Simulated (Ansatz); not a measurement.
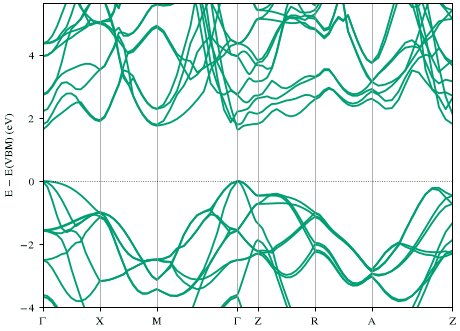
Figure: Band structure from plane-wave PAW r²SCAN (Ansatz code)

Q: Read off the gap and where the band edges lie.

A: About 1.6 eV (1.63 eV by a search for the band edges); maximum at Γ, minimum at Γ.

Q: Which compound is it?
A. InP, P4_2/mnm (In on 4g, P on 4f)
B. BP, P4_2/mnm (B on 4f, P on 4g)
C. AlGa3As4, P-4m2 (Pearson symbol tP8)
D. AlGaAs2, P-4m2 (Pearson symbol tP8)

A: D, AlGaAs2, P-4m2 (Pearson symbol tP8)

The start of the workflow was typed in or built on a structure type; neither database checked (COD, Materials Project) lists it. Whether it is the stable phase at ambient conditions was not checked. Symmetry was held in the r²SCAN relaxation; whether a distortion lowers the energy is not shown. Scalar-relativistic: spin–orbit coupling is off unless named, which matters more the heavier the elements.

Potentials: the earlier of the program's two PAW sets.
